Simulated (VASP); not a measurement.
Band structure of SrTe (relaxed from the zinc blende structure, space group F-43m). These are PBEsol GGA, VASP's PBE PAW potentials (set 64) (plane waves; VASP) values and carry that method's errors.

Unless said otherwise, spin-orbit coupling is left out, though it shifts the bands of the heavy elements here.

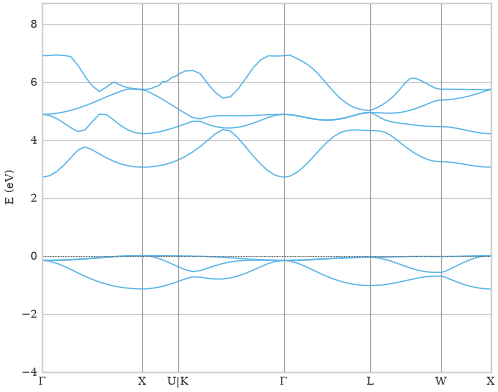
*Bands along high-symmetry lines, zero at the valence-band maximum or, without a gap, the Fermi level*

Question: Read the plot: is there a gap, and where are the band edges?

Answer: The gap is indirect, 2.70 eV, from the valence maximum at X to the conduction minimum at Γ. (Edges off the drawn lines would not show.)

The structure was generated: SrTe was put into the zinc blende type (F-43m), which need not be its known phase. It was relaxed first, which changed the volume by -12 %.
